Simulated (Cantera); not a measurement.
Charge: 1 mol CH3SiH3, a varied amount of CH4, 1.7 mol H2, at 1050 K and 52.5 Torr.

Method: chemical equilibrium by Gibbs-energy minimisation in Cantera with the NASA 1993 tables (ideal gas, pure condensed phases). Candidate condensed phases: C, C6H6, C7H8, C8H18, Si, SiC; 87 gas species. The feed counts by its element totals alone. The numbers say what is thermodynamically allowed, not how fast it happens.

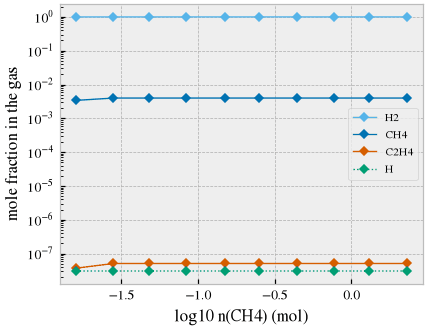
Figure: Equilibrium gas composition (values under 1e-9 drawn at 1e-9)

Read off the mole fractions at 0.084 mol CH4.

H2 about 1.00, CH4 about 0.0040, C2H4 about 5.1e-8, H about 3.1e-8.
